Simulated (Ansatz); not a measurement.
## Electronic structure of Al$_{2}$H$_{4}$O$_{3}$···HCl in real space

Input file:

```
crystal:
  periodic: [false, false, false]
  atoms:
    - { symbol: Al, position_ang: [0.0, 0.0, 0.0] }
    - { symbol: Cl, position_ang: [0.0, 0.0, 2.58] }
    - { symbol: O, position_ang: [1.5415, 0.0, -0.89] }
    - { symbol: H, position_ang: [1.8414, -0.9519, -1.0449] }
    - { symbol: O, position_ang: [-1.5415, 0.0, -0.89] }
    - { symbol: H, position_ang: [-2.0512, -0.8467, -0.6815] }
    - { symbol: O, position_ang: [0.0932, 1.9717, 0.6559] }
    - { symbol: Al, position_ang: [0.7263, 2.4933, 2.2356] }
    - { symbol: H, position_ang: [1.2212, 1.4323, 3.2665] }
    - { symbol: H, position_ang: [0.7864, 4.0116, 2.5891] }
    - { symbol: H, position_ang: [0.0666, 1.4096, 1.8287] }
basis:
  gaussian: { orbitals: def2-SVP }
hamiltonian:
  xc: pbe0
  dispersion: d4
relax:
  f_tol: 0.15
  max_steps: 25
  restrain:
    - { distance: [0, 6], at: 1.78, k: 30.0 }
    - { distance: [10, 1], at: 1.37, k: 30.0 }
    - { distance: [0, 1], at: 3.43, k: 30.0 }
    - { distance: [10, 6], at: 2.21, k: 30.0 }
output:
  orbitals: {}
```

Launched as:

```sh
ansatz run input.yaml --threads 4 --pin off --max-ram 5120MiB --backend cpu --events-out ev --progress --plain --runs-dir out
```

The fields are those of the run's last geometry, not of the input's.

Not at a stationary point (largest force 1.2 eV/Å).

All numbers below come from RKS PBE0-D4/def2-SVP in Ansatz 0.2.0.

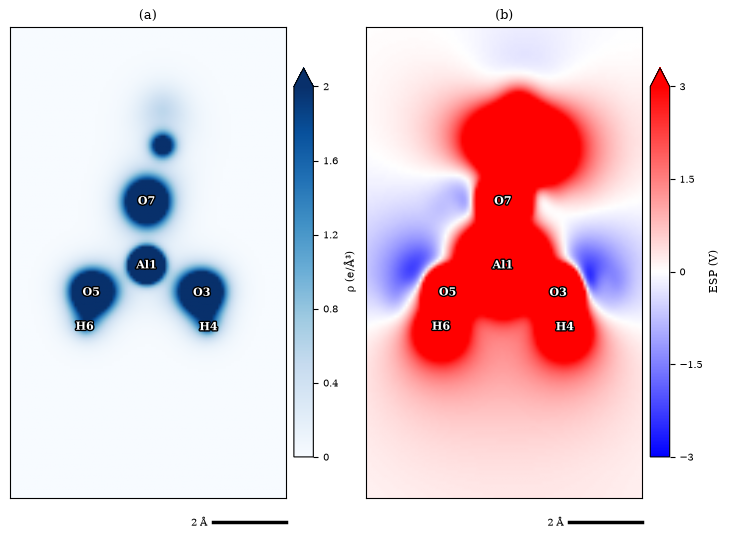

Figure 1. (a) total electron density; (b) electrostatic potential on the plane of atoms Al1, O3 and H4.

Describe what can be read from this map.

- The section cuts through Al, O and H sites.
- Al–O (1.69 Å): the density is about 0.85 e/Å³ at the midpoint.
- O–H (0.96 Å): ρ is about 3.7 e/Å³ halfway.
- Al–O (1.75 Å): the density is about 0.76 e/Å³ at the midpoint.
- Outside the dense part of the complex the potential is most negative (−2.3 V) near O3.

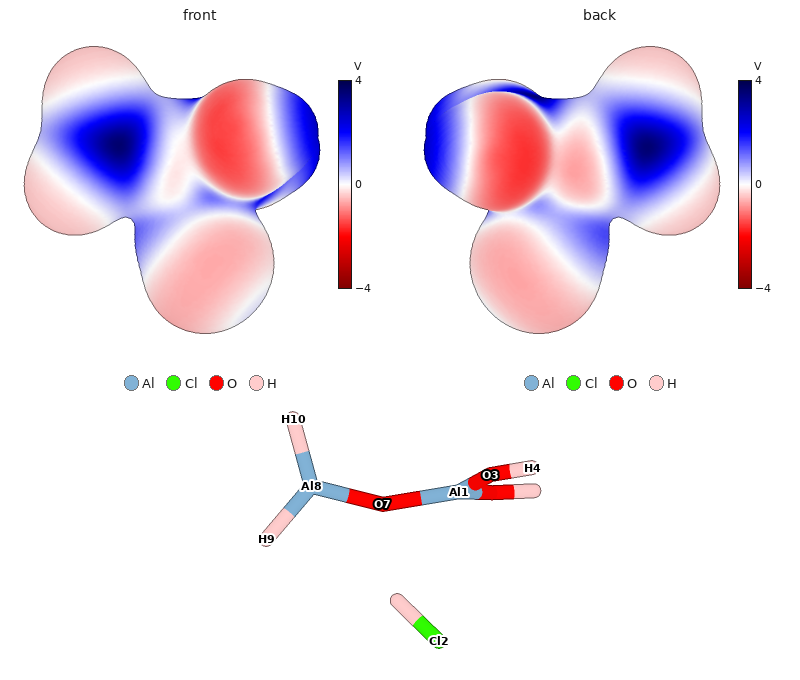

Figure 2. The molecular electrostatic potential painted on the density surface at 0.002 e/bohr³, seen from the front and from behind; the colour scale runs from red (negative) to blue (positive). The bare structure is drawn below in the same view.

Describe the electrostatic potential map.

The most negative region (about −1.6 V) lies over O5, the most positive (about +3.4 V) over Al1 and Al8. Cl2 shows a σ-hole: about +0.2 V at the tip opposite its bond, against about −0.5 V on its flanks. O5 is the likeliest acceptor of a hydrogen bond.

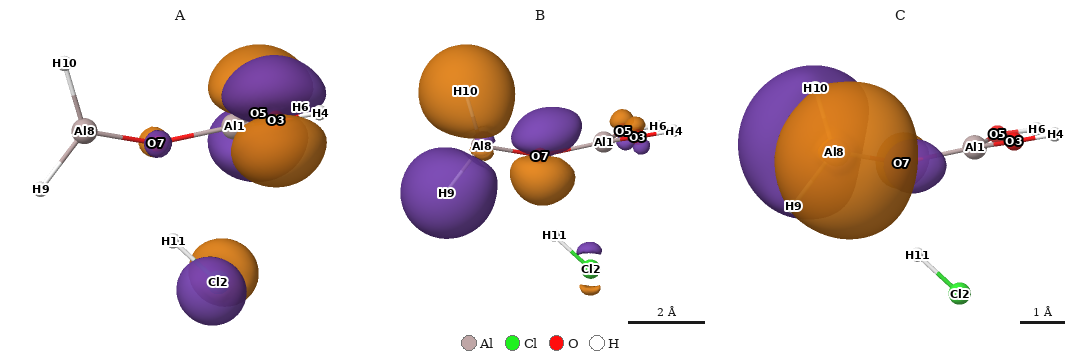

Figure 3. Three frontier orbitals at ±0.08 Å⁻³ᐟ² (orange and purple are the two phases), in no order.

Which picture is the HOMO−1, the HOMO and the LUMO?

A is the HOMO−1 (−8.82 eV). Its weight (Hirshfeld) is mainly on O5 (about 45 %), O3 (about 35 %) and Cl2 (about 5 %); largely a combination of lone pairs on O5, O3 and Cl2. B is the HOMO (−8.17 eV). Its weight (Hirshfeld) is mainly on H10 (about 25 %), Al8 (about 25 %), H9 (about 25 %) and O7 (about 20 %). C is the LUMO (−0.89 eV). Its weight (Hirshfeld) is mainly on Al8 (about 80 %) and O7 (about 5 %).

What is the HOMO–LUMO gap?

7.28 eV between the orbital energies.

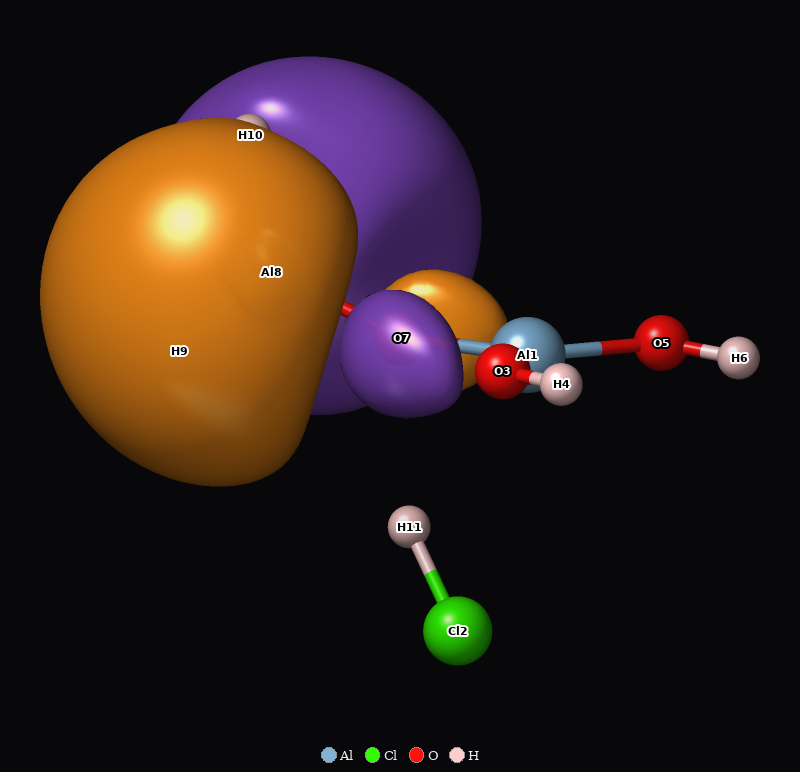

Figure 4. The LUMO at ±0.06 Å⁻³ᐟ² (orange and purple are the two phases), seen at a tilt.

What is the character of this orbital?

Its weight (Hirshfeld) is mainly on Al8 (about 80 %) and O7 (about 5 %). Its energy is −0.89 eV.
